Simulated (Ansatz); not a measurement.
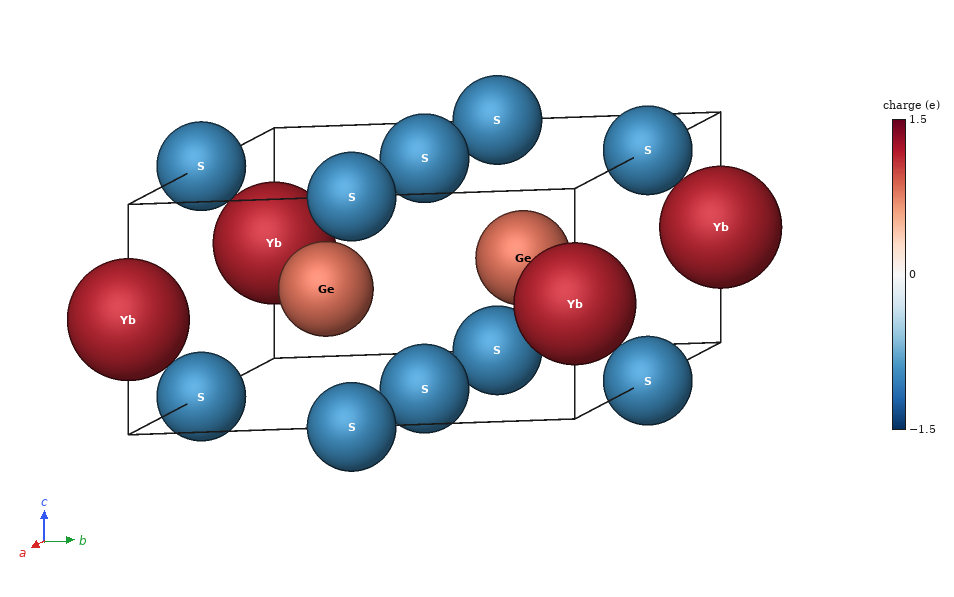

Structure drawing (spheres-only), viewed slightly off an axis. The simulation cell is outlined; an atom on or near a face, edge or corner is repeated at each equivalent position. The atoms of this YbGe₂S₃ cell are coloured by their Bader charge.

The calculation: Ansatz 0.2.0, DFT PBE, scalar-relativistic, plane waves, PAW, with plane-wave cutoff 420 eV, a 6×6×12 sampling of the Brillouin zone, Gaussian smearing of 0.1 eV, no spin polarisation (a spin-restricted run, not always the ground state).

> Interpret the colouring.

Most positive: Yb; most negative: S. Charges: about Yb +1.1 e; Ge +0.8 e; S -0.9 e.

The structure was taken from a structure type filled with these elements by a generator (whether the compound takes this form wasn't checked). Earlier steps of the study may have refined or changed the cell and positions. A calculation with Ansatz used it as input.
